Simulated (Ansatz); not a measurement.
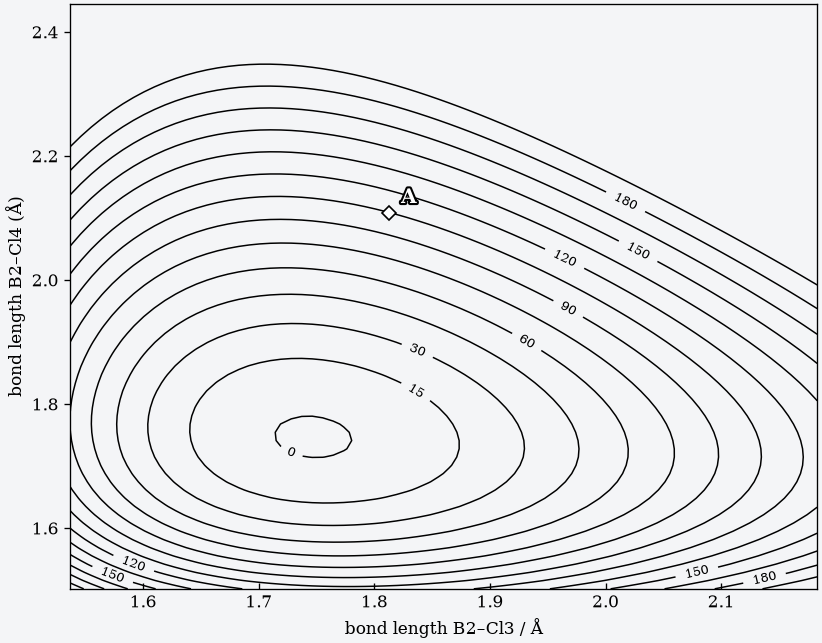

BCl₂F, SMILES FB(Cl)Cl. 
- First axis: bond length B2–Cl3. Second axis: bond length B2–Cl4.
- Nothing is relaxed (all other coordinates rigid).
- The grid has 15 × 15 points.
- Points are written as (first, second).
- All energies are given in kJ/mol relative to the lowest grid point.
- The calculation used RHF/def2-TZVP in Ansatz 0.2.0.

In the figure: contour lines labelled in kJ/mol (none above 195), the point A. Between grid points the surface is interpolated.

Question: Which way does the force act at A, and how strong is it?

Answer: A, at (1.813 Å, 2.108 Å), is not a stationary point. The computed force is 210 kJ/mol for each Å towards smaller values of bond length B2–Cl3 and 420 kJ/mol for each Å towards smaller values of bond length B2–Cl4.
